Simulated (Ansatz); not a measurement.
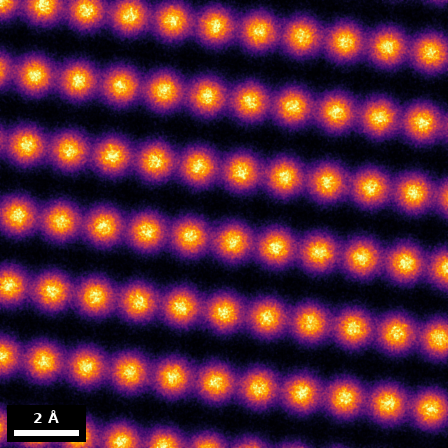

Dark-field STEM-like image of Ir (Fm-3m, No. 225). Simulation: incoherent imaging, intensity Z^1.6 per atom, probe width 0.86 Å, thin sample. Shot noise was added. Atomic positions: the input geometry of a calculation.

```
CELL_PARAMETERS angstrom
3.83104 0.00000 0.00000
0.00000 3.83104 0.00000
0.00000 0.00000 3.83104
ATOMIC_POSITIONS crystal
Ir 0.00000 0.00000 0.00000
Ir 0.00000 0.50000 0.50000
Ir 0.50000 0.00000 0.50000
Ir 0.50000 0.50000 0.00000
```

Along which zone axis is the crystal seen: [001], [221] or [211]? (Directions equivalent by symmetry count as one.)

Answer. [211]. The projected cells are 1.92 × 1.92 Å, 90° for [001]; 0.90 × 1.43 Å, 108° for [221]; 1.35 × 2.21 Å, 90° for [211], and the image repeats as the [211] one does.
